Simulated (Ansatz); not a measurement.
A series of calculations on Zr3Cd2

**1. Relaxation**

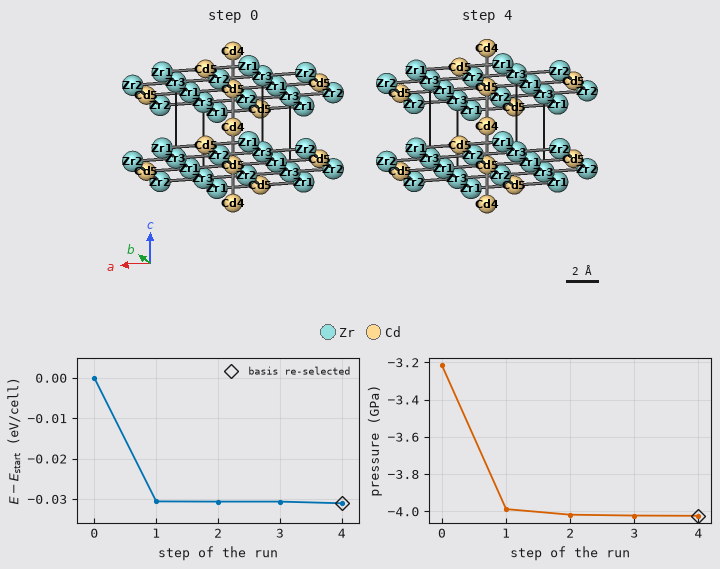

First and last geometry of a relaxation of solid Zr$_{3}$Cd$_{2}$ (set up in P4/mmm), with the history of the run. A ball-and-stick model of the cell of the calculation, seen from a free direction.

Case: biaxial strain in the a-b plane of +4.5 %; c and atoms relaxed.

The calculation used DFT PBEsol, scalar-relativistic, plane waves, PAW (Ansatz).

The input:
```yaml
crystal:
  lattice:
    - [5.7493158315, 0.0, 0.0]
    - [0.0, 5.7493158315, 0.0]
    - [0.0, 0.0, 4.9532906393]
  atoms:
    - { symbol: Zr, position: [0.0, 0.5, 0.0] }
    - { symbol: Zr, position: [0.5, 0.0, 0.0] }
    - { symbol: Zr, position: [0.0, 0.0, 0.0] }
    - { symbol: Cd, position: [0.5, 0.5, 0.5] }
    - { symbol: Cd, position: [0.5, 0.5, 0.0] }
basis:
  ecutwfc: 420
kpoints:
  mp_grid: { grid: [8, 8, 8] }
hamiltonian:
  xc: pbesol
scf:
  occupations: { method: gaussian, width: 0.1 }
output:
  forces: true
  stress: true
  eigenvalues: true
relax:
  adjacent_minimum: "off"
  f_tol: 0.008
  max_steps: 40
  cell: { stress_tol: 0.015, fix: [a, b, gamma] }
```

Command:
```bash
ansatz run input.yaml --threads 1 --pin off --max-ram 2560MiB --backend cpu --events-out ev --progress --plain --runs-dir out
```

Q: Did the run converge, and what did it change?

A: It converged. The energy falls by 31.0 meV per cell of the calculation in 3 accepted moves (4 points after the start). All forces vanish by symmetry, so only the cell relaxes. The pressure goes from −3.22 to −4.02 GPa. At 1 point the geometry stayed and the basis and grid were re-selected for the new cell (energy shift of 0.4 meV per cell of the calculation at most each time). No atom moves by more than 0.005 Å relative to the cell. The volume changes by +2.5 %, with a = b unchanged at 5.749 Å, c 4.953 → 5.077 Å (+2.5 %). Near-neighbour distances that change, for instance: Cd4–Cd5 2.477 → 2.538 Å. The space group stays P4/mmm (No. 123). The run took 39 s on 1 thread of AMD EPYC 9R45 96-Core Processor (Zen 5), with other jobs on the host, peak memory 0.73 GiB.

**2. Relaxation**

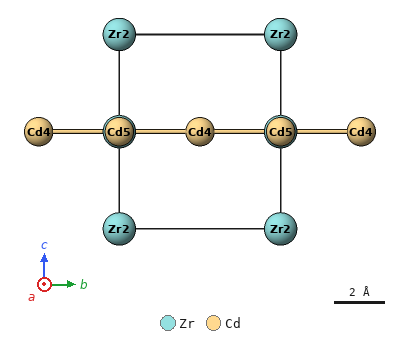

Crystalline Zr$_{3}$Cd$_{2}$ (set up in Pmmm), before the relaxation. Style: ball-and-stick. Shown: the cell of the calculation, along the a axis.

Theory: DFT PBEsol, scalar-relativistic, plane waves, PAW (Ansatz).

Input
```yaml
crystal:
  lattice:
    - [5.3, 0.0, 0.0]
    - [0.0, 6.52, 0.0]
    - [0.0, 0.0, 7.86]
  atoms:
    - { symbol: Zr, position: [0.0, 0.0, 0.5] }
    - { symbol: Zr, position: [0.5, 0.0, 0.0] }
    - { symbol: Zr, position: [0.0, 0.0, 0.0] }
    - { symbol: Cd, position: [0.5, 0.5, 0.5] }
    - { symbol: Cd, position: [0.5, 0.0, 0.5] }
basis:
  ecutwfc: 420
kpoints:
  mp_grid: { grid: [8, 6, 6] }
hamiltonian:
  xc: pbesol
scf:
  occupations: { method: gaussian, width: 0.1 }
output:
  forces: true
  stress: true
  eigenvalues: true
relax:
  adjacent_minimum: "off"
  f_tol: 0.005
  max_steps: 80
  cell: { stress_tol: 0.05 }
```

Launched with:
```bash
ansatz run input.yaml --threads 1 --pin off --max-ram 2560MiB --backend cpu --events-out ev --progress --plain --runs-dir out
```

### What does the optimiser find from here?

The energy falls by 5.565 eV per cell of the calculation in 9 accepted moves (10 points after the start). All forces vanish by symmetry, so only the cell relaxes. Pressure: −4.02 GPa at the start and −0.01 GPa at the end. The SCF was repeated once at an unchanged geometry on a basis and grid sized afresh for the cell, which shifted the energy by 3.2 meV per cell of the calculation at most. The atoms keep their places relative to the cell (all moves are under 0.005 Å). The drawn cell changes as follows: a 5.300 → 5.501 Å (+3.8 %), b 6.520 → 5.091 Å (−21.9 %), c 7.860 → 5.512 Å (−29.9 %); the volume changes by −43.2 %. Near-neighbour distances that change, for instance: Zr2–Cd5 3.930 → 2.756 Å, Zr1–Zr3 3.930 → 2.756 Å, Cd4–Cd5 3.260 → 2.546 Å, Zr1–Cd5 2.650 → 2.751 Å. New bonds form, among them: Zr1–Zr3 (3.93 → 2.76 Å), Zr2–Cd5 (3.93 → 2.76 Å). The space group stays Pmmm (No. 47).

After the run, drawn alike:

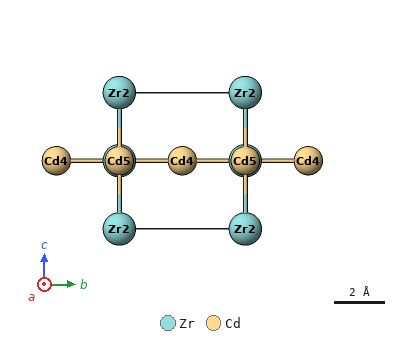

**3. A change**

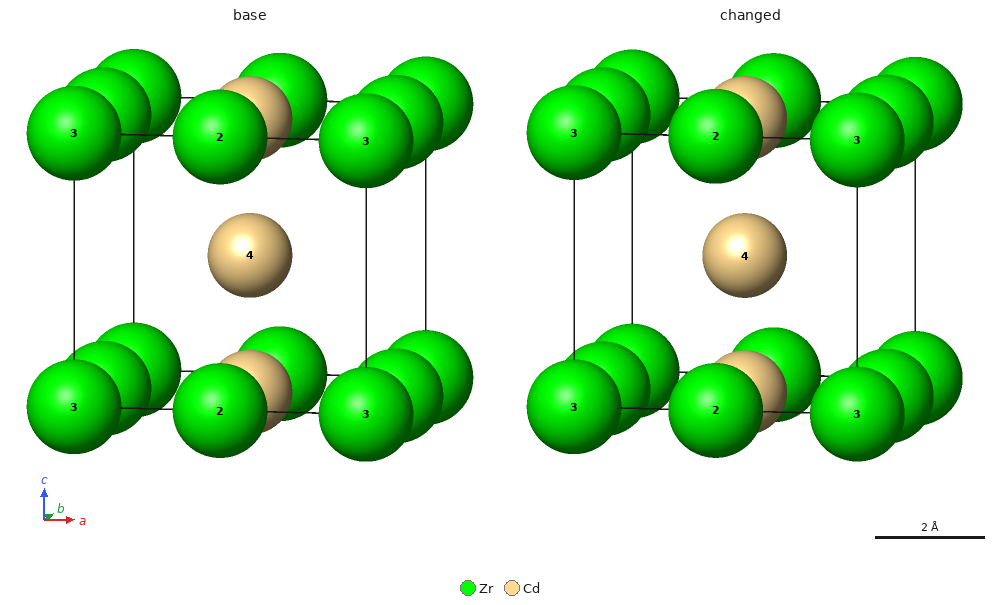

Left: crystalline Zr$_{3}$Cd$_{2}$ (set up in P4/mmm). Right: the same structure after one change, at the same scale. Style: spheres-only. Shown: the cell of the calculation, slightly off an axis.

Theory: Ansatz, DFT PBEsol, scalar-relativistic, plane waves, PAW. (plane-wave cutoff 420 eV; k-point mesh 8 × 8 × 8; occupations gaussian; smearing width 0.1 eV; no spin polarisation)

Which change leads from the left to the right?

Answer. Biaxial strain in the a–b plane, −3.0 %, is applied. The c axis and the atoms are relaxed.

What does the change do?

Answer. The energy rises by 31.0 meV per atom. Pressure: 0.0 GPa before, 3.9 GPa after. The principal stresses (compression positive) are 0.0 GPa along c and 5.8 GPa across it. The volume changes by −5.7 %, with a = b 5.502 → 5.337 Å (−3.0 %), c 5.091 → 5.102 Å (+0.2 %). The atoms keep their places relative to the cell (all moves are under 0.005 Å). Near-neighbour distances before and after: Zr–Zr 2.751 → 2.668 Å, Cd–Zr 2.751 → 2.668 Å, Cd–Cd 2.545 → 2.551 Å. The space group stays P4/mmm (No. 123).

**4. Series**

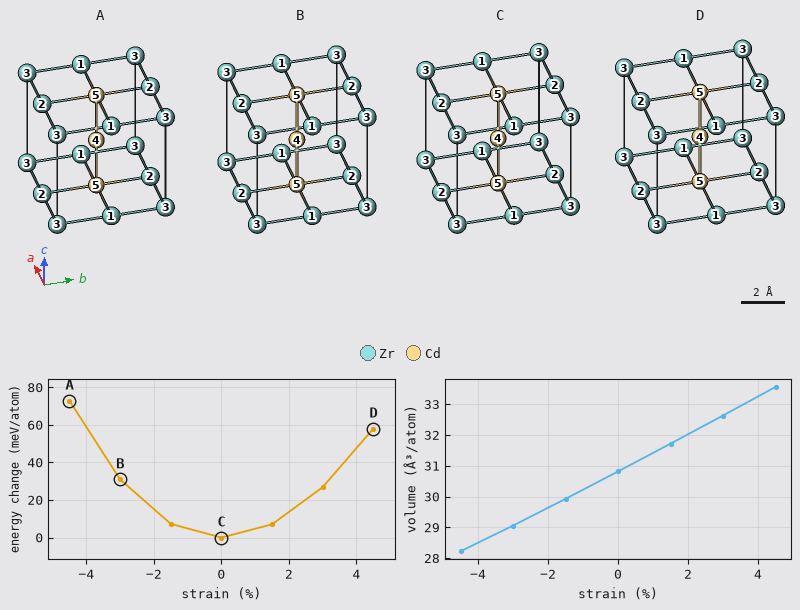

Members of a series of calculations on a crystal of Zr₃Cd₂ (set up in P4/mmm), marked on the first curve. Style: ball-and-stick. Shown: the cell of the calculation, from a free direction.

Computed with DFT PBEsol, scalar-relativistic, plane waves, PAW (Ansatz). Settings: plane-wave cutoff 420 eV; k-point mesh 8 × 8 × 8; occupations gaussian; smearing width 0.1 eV; no spin polarisation.

Which kind of strain is it, and how does the structure respond?

Biaxial strain in the a–b plane, c and atoms relaxed. A (strain −4.5 %): energy change 72.9 meV/atom, volume 28.23 Å³ per atom. B (strain −3.0 %): energy change 31.0 meV/atom, volume 29.06 Å³ per atom. C (strain 0.0 %): energy change 0.0 meV/atom, volume 30.82 Å³ per atom. D (strain 4.5 %): energy change 58.0 meV/atom, volume 33.56 Å³ per atom. The rest compares A with D. The drawn cell changes as follows: a = b 5.254 → 5.749 Å (+9.4 %), c 5.112 → 5.077 Å (−0.7 %); the volume changes by +18.9 %. Some distances before and after: Zr–Zr 2.627 → 2.875 Å, Cd–Zr 2.627 → 2.875 Å, Cd–Cd 2.556 → 2.538 Å.
